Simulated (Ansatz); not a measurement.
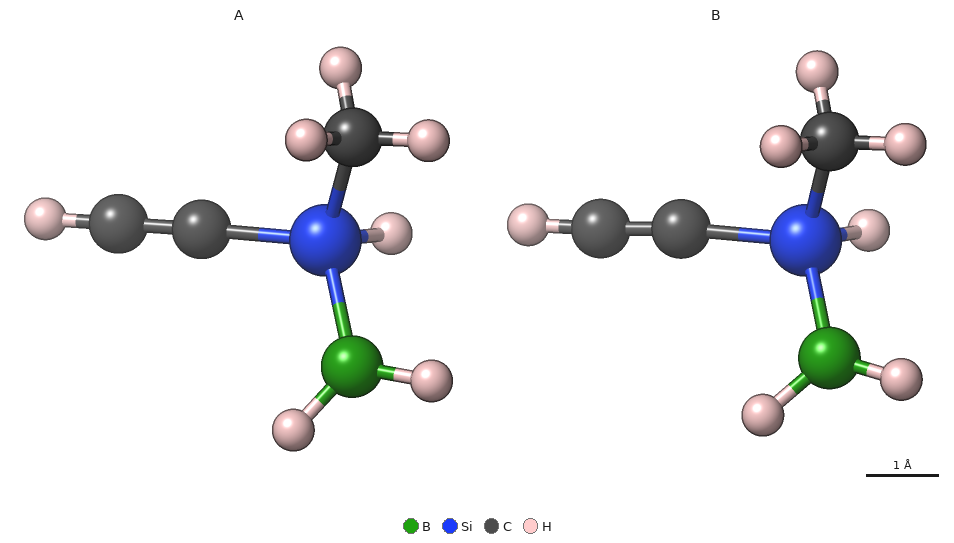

Two geometries of C₃H₇BSi (coarse preliminary run), drawn at one scale. One is the start of a relaxation, the other its converged end. Style: ball-and-stick. Shown at a tilt.

Level of theory: RKS PBE-D4/def2-SVP in Ansatz. (force threshold 0.03 eV/Å; at most 200 steps)

Which geometry has the lower energy?

Structure A is the relaxed one. The start comes from a force field. The atom that moves furthest after the best rigid fit is an H atom (0.24 Å). By element the largest moves are H 0.24 Å, B 0.12 Å, C 0.10 Å, Si 0.06 Å. Some distances before and after: B–Si 1.918 → 2.016 Å, B–H 1.131 → 1.218 Å, H–Si 1.446 → 1.514 Å, C–Si 1.835 → 1.901 Å. Bond angles that change, for instance: Si–B–H 117.6° → 123.8°, Si–B–H 124.3° → 118.8°, C–C–H 174.7° → 179.9°. Over 4 geometry steps the energy falls by 0.404 eV. The largest force component goes from 2.5 to 0.021 eV/Å.
